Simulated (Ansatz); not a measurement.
| atom | x (Å) | y (Å) | z (Å) |
| --- | --- | --- | --- |
| Cu | -1.1728 | -1.2845 | -0.3131 |
| S | -1.1400 | -1.9374 | 1.7988 |
| Cu | -0.6656 | 0.2144 | 1.6221 |
| S | -0.2515 | 2.3857 | 1.5898 |
| Cu | 1.1746 | 1.2832 | 0.3099 |
| S | 2.7063 | 0.2935 | -0.9395 |
| Cu | 0.6674 | -0.2157 | -1.6252 |
| S | -1.3144 | -0.7418 | -2.4513 |
| H | -2.4697 | -1.7992 | 2.0453 |
| H | 0.5172 | 2.4296 | 2.7101 |
| H | 2.9194 | 1.3295 | -1.7933 |
| H | -0.9709 | -1.9573 | -2.9536 |

Geometry: r2SCAN-D4/def2-SVP.

Level of theory: RKS PBE0-D4/def2-TZVP (Ansatz).

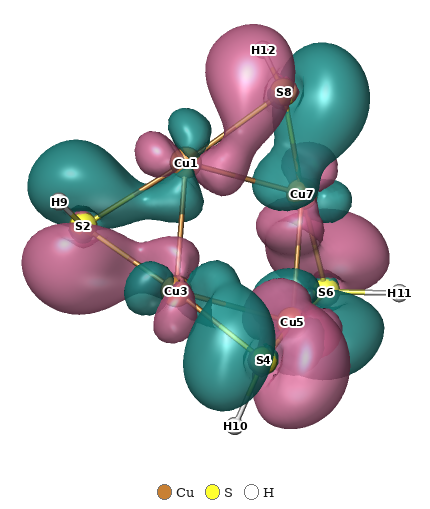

Cu4H4S4. The HOMO at ±0.06 Å⁻³ᐟ² (teal and pink are the two phases), seen at an oblique angle.

Where does this orbital lie, and at what energy?

Answer. By Hirshfeld shares it lies mainly on Cu1 (about 15 %), Cu3 (about 15 %), Cu7 (about 15 %), Cu5 (about 15 %), S4 (about 10 %), S2 (about 10 %), S6 (about 10 %) and S8 (about 10 %). Its energy is −6.95 eV.
